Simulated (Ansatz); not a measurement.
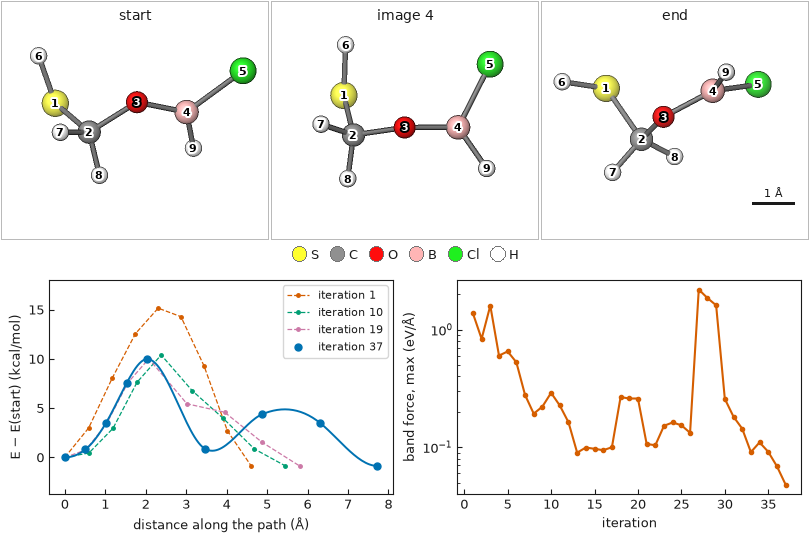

A nudged-elastic-band calculation for CH$_{4}$BClOS. Images are numbered from 0 (start) to 8 (end). The plot follows the band through its iterations. Style: ball-and-stick. Shown at a tilt.

Level of theory: RKS r2SCAN-D4/def2-SVP (Ansatz 0.2.0). Set-up: 7 movable images; climbing image; force threshold 0.05 eV/Å; iteration limit 60; starting path by image-dependent pair potential.

Did the band converge, and can the barrier be trusted?

The run is converged, with reservations. The band converged in 37 iterations. The largest component of the band force went from 1.4 to 0.048 eV/Å. The climbing image converged on the top of the path. Its vibrational analysis gives one imaginary mode (205i cm⁻¹), as a transition state must have. The first iteration put the highest image at 15.2 kcal/mol. Forward barrier 10.0 kcal/mol, backward barrier 10.9 kcal/mol, with image 4 at the top; the reaction energy is −0.9 kcal/mol. The profile has 2 maxima (images 4, 6) with a dip at image 5 (+0.9 kcal/mol), so the process runs in steps.

Cost: 15 min on 2 threads of Arm Neoverse V1, on a shared host, peak memory 0.16 GiB.
